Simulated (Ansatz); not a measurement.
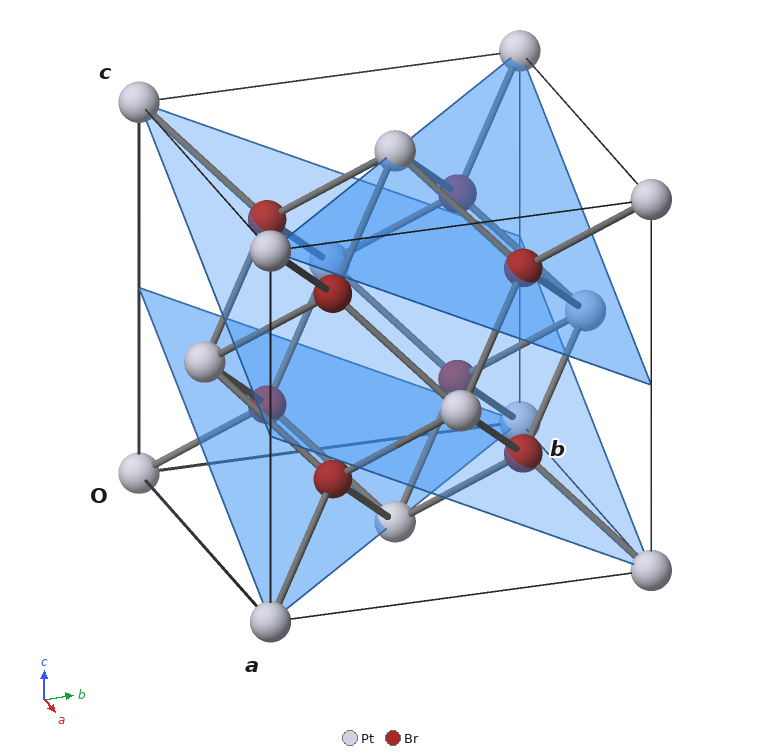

For PtBr2, the input geometry of an electronic-structure calculation (not necessarily at equilibrium); the starting structure was generated, so it need not be a known form of this composition: every member of one family of equally spaced planes, hx + ky + lz = a whole number, that cuts the unit cell is shaded (one member passes through the origin O, touching the cell only at an edge or corner). All values are computed from the atomic coordinates in the standard setting (tolerance 0.002 Å).

a = 6.621 Å, b = 6.621 Å, c = 6.621 Å, α = 90.00°, β = 90.00°, γ = 90.00°.

Q: What are the Miller indices?

A: (1 1 2); the opposite sign names the same planes. The member next to the origin meets the axes a at 1, b at 1, c at 1/2.

Q: What is the spacing?

A: d = 2.703 Å.

Q: Which atoms of the cell lie in these planes (within 0.03 Å)?

A: 2 of the 4 Pt, 4 of the 8 Br.

Q: The space group is No. 225, Fm-3m. How many reflections hkl are equivalent to this one (itself included), and does it occur?

A: 24 reflections are equivalent in the Laue class m-3m. The reflection is systematically absent, by the centring.
